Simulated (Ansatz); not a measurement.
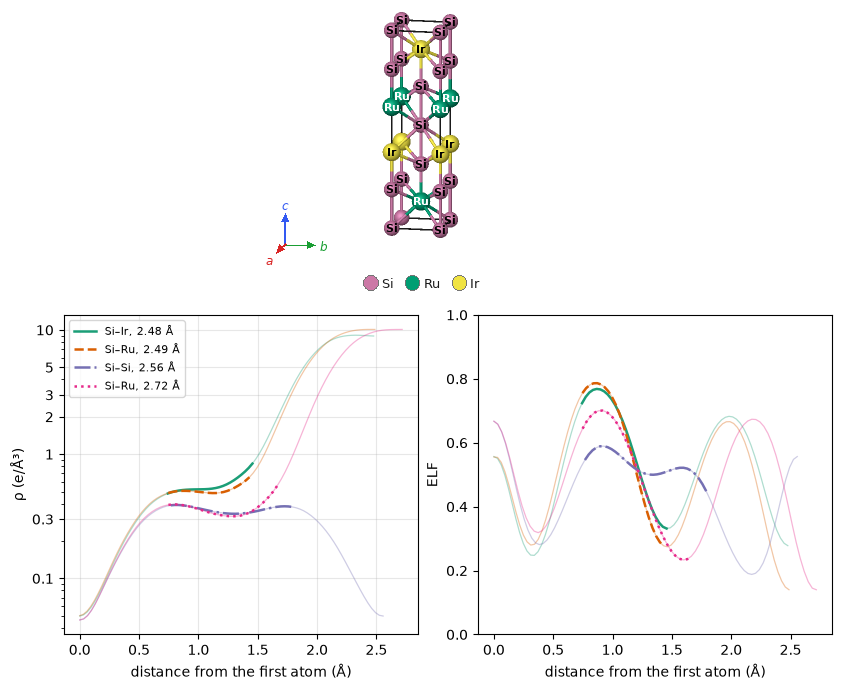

The picture shows: Si3IrRu. Valence electron density and ELF along straight lines between neighbouring atoms. Thin, pale parts lie inside the atomic spheres. The structure is drawn too.

Space group I4mm; a generated structure, not necessarily the stable one; spin-polarised.

Computed with Ansatz, DFT PBE, scalar-relativistic, plane waves, PAW.

The density is the valence pseudo-density of a PAW calculation; it isn't the true density close to the nuclei.

What can be read from the curves?

Si–Ir (2.48 Å): ρ at the midpoint is about 0.57 e/Å³; the ELF peaks at about 0.75 in the valence shell of Si, 0.9 Å from its nucleus, and is about 0.50 at the midpoint.
Si–Ru (2.49 Å): ρ is about 0.51 e/Å³ halfway; the ELF peaks at about 0.80 in the valence shell of Si, 0.9 Å from its nucleus, and is about 0.45 at the midpoint.
Si–Si (2.56 Å): the density is about 0.33 e/Å³ at the midpoint; the ELF peaks at about 0.60 in the valence shell of Si, 0.9 Å from its nucleus, and is about 0.50 at the midpoint.
Si–Ru (2.72 Å): ρ at the midpoint is about 0.32 e/Å³; the ELF peaks at about 0.70 in the valence shell of Si, 0.9 Å from its nucleus, and drops to about 0.25 between the two atoms.
